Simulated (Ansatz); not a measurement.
| atom | x (Å) | y (Å) | z (Å) |
| --- | --- | --- | --- |
| Ge | -0.1182 | -0.1867 | -0.0696 |
| H | -0.0761 | -0.1341 | 1.4572 |
| O | 1.5407 | 0.0015 | -0.6924 |
| H | 1.7502 | -0.6193 | -1.3972 |
| O | -1.0840 | 1.2290 | -0.5332 |
| H | -1.0624 | 1.4108 | -1.4788 |
| H | -0.7101 | -1.4849 | -0.6583 |
| H | 0.0593 | 0.2245 | 4.7196 |

Method: Ansatz 0.2.0, UKS PBE0/def2-mTZVP.

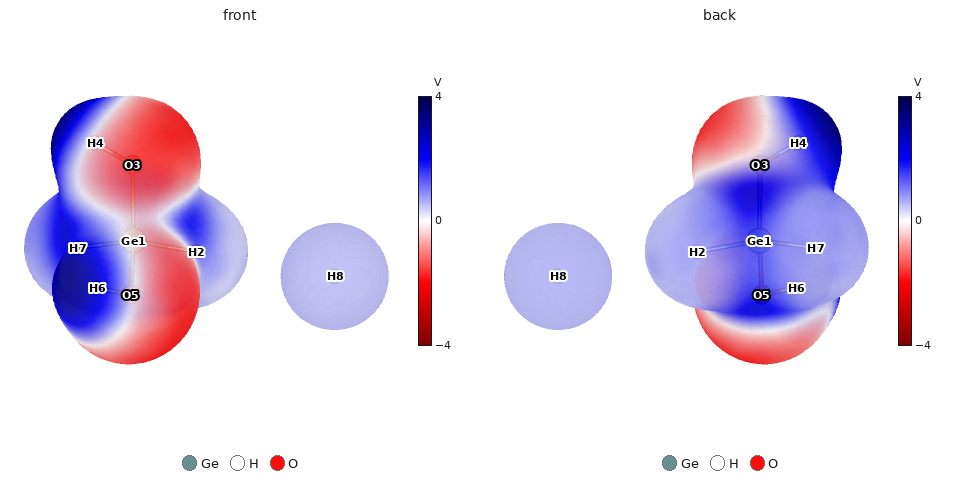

GeH₄O₂···H (doublet). The molecular electrostatic potential painted on the density surface at 0.004 e/bohr³, seen from the front and from behind; the colour scale runs from red (negative) to blue (positive).

Q: Describe the electrostatic potential map.

A: The most negative region (about −1.8 V) lies over O3 and O5, the most positive (about +3.4 V) over H4.
